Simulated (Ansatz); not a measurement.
# UHSE06/cc-pVDZ run of GaSiH4O (SMILES [SiH3][O][GaH])

What is the vertical doublet–quartet gap of GaSiH4O at UHSE06/cc-pVDZ? 

The calculation is run with Ansatz 0.2.0.

72 further runs of the same task are left out: 72 set aside as unsound or not needed.

## Step 1: The structure to begin with

The species is GaSiH4O (7 atoms), meant as a doublet with charge 0. As SMILES, `[SiH3][O][GaH]`. The coordinates come from a PBE0-D4/def2-TZVP relaxation. This is one conformer, not always the lowest.

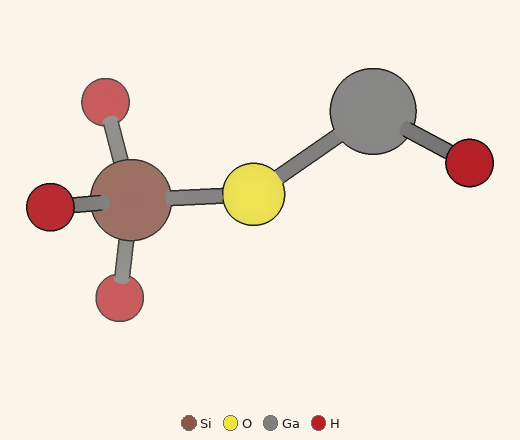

The structure, seen from a chosen angle (silicon brown, oxygen yellow, gallium grey, hydrogen red).

## Step 2: The energy at UHSE06/cc-pVDZ

run.yaml

```yaml
crystal:
  periodic: [false, false, false]
  atoms:
    - {symbol: Si, position_ang: [-0.907100, 0.576700, -0.244500]}
    - {symbol: O, position_ang: [0.281700, -0.375400, 0.340400]}
    - {symbol: Ga, position_ang: [1.972300, -0.895800, 0.047800]}
    - {symbol: H, position_ang: [-2.099000, -0.248300, -0.578700]}
    - {symbol: H, position_ang: [-0.473700, 1.297400, -1.475800]}
    - {symbol: H, position_ang: [-1.295700, 1.586500, 0.776300]}
    - {symbol: H, position_ang: [2.521500, -1.941000, 1.134400]}
basis:
  gaussian:
    orbitals: cc-pVDZ
total_charge: 0
magnetization:
  spin_polarized: true
  initial_magnetization: 1
hamiltonian:
  xc: {name: HSE06}
accuracy: high
output: {orbitals: {seedname: orbitals}}
```

Command:

```
$ ansatz run run.yaml --threads 1 --pin off --max-ram 3480MiB --events-out events.jsonl --progress --plain --runs-dir runs
```

Log:

```text
Warning: RAYON_NUM_THREADS=1 ignored (pool sized by the plan → 1); use --threads N
Functional definition: HSE06
  name "HSE06"
  parameter a = 0.25
  parameter omega = 0.11/bohr
  exchange = pbe_x - a*pbe_x_sr(omega) + a*exact_x_sr(omega)
  correlation = pbe_c
1787 factors; integrals over basis functions are off by at most 4.7e-9 eV
109 factors; integrals over basis functions are off by at most 1.0e-9 eV
mean field evaluation 1: about -62348.9054 eV, gradient 3.7e1 eV
mean field evaluation 2: about -62295.2523 eV, gradient 1.1e2 eV
mean field evaluation 4: about -62354.1382 eV, gradient 2.3e0 eV
mean field evaluation 8: about -62354.2720 eV, gradient 1.1e-1 eV
mean field evaluation 16: about -62354.2721 eV, gradient 4.2e-5 eV
mean field -62354.27208743 eV, -2291.4772339695 hartree, gradient 2.4e-8 eV, S^2 0.754557; 0 other end points of the search recorded, 0 dependent functions left out
reference -62354.27209114 eV, -2291.4772341058 hartree; 29, 28 occupied and 50, 51 virtual orbitals, 1787 factors
Total energy: -62354.27209114 eV, -2291.4772341058 hartree
```

Run time: 16 s. Hardware: 1 thread of Arm Neoverse V1, shared host; peak memory 0.42 GiB.

## Step 3: The quartet at the same level

run.yaml: that of step 2 with these lines changed.

```diff
@@ -13,9 +13,8 @@
     orbitals: cc-pVDZ
-total_charge: 0
 magnetization:
   spin_polarized: true
-  initial_magnetization: 1
+  initial_magnetization: 3
 hamiltonian:
-  xc: {name: HSE06}
+  xc: hse06
+output: {orbitals: {seedname: orbitals}}
 accuracy: high
-output: {orbitals: {seedname: orbitals}}
```

Command:

```
$ ansatz run run.yaml --threads 1 --pin off --max-ram 3480MiB --events-out events.jsonl --progress --plain --runs-dir runs
```

Log (excerpt; [...] marks lines left out):

```text
Warning: RAYON_NUM_THREADS=1 ignored (pool sized by the plan → 1); use --threads N
[... 2 set-up lines as earlier in the session ...]
[...]
1788 factors; integrals over basis functions are off by at most 4.7e-9 eV
109 factors; integrals over basis functions are off by at most 1.0e-9 eV
[...]
mean field -62348.59124879 eV, -2291.2684670001 hartree, gradient 4.9e-8 eV, S^2 3.759458; 6 other end points of the search recorded, 0 dependent functions left out
reference -62348.59125266 eV, -2291.2684671424 hartree; 30, 27 occupied and 49, 52 virtual orbitals, 1788 factors
Total energy: -62348.59125266 eV, -2291.2684671424 hartree
```

Wall time 53 s (1 thread of Arm Neoverse V1, shared host); peak memory 0.43 GiB.

## Step 4: Results

At UHSE06/cc-pVDZ:

| quantity | value |
| --- | --- |
| doublet: total energy | -2291.47723 Eh |
| doublet: HOMO energy (highest over α and β) | -5.68 eV |
| doublet: LUMO energy (lowest over α and β) | -3.21 eV |
| doublet: ⟨S²⟩ | 0.755 |
| quartet: total energy | -2291.26847 Eh |
| quartet: HOMO energy (highest over α and β) | -2.87 eV |
| quartet: ⟨S²⟩ | 3.759 |
| vertical energy of the quartet above the doublet | 5.681 eV |

**Reading.** At this shape the quartet lies 5.68 eV (548 kJ/mol) above the doublet.
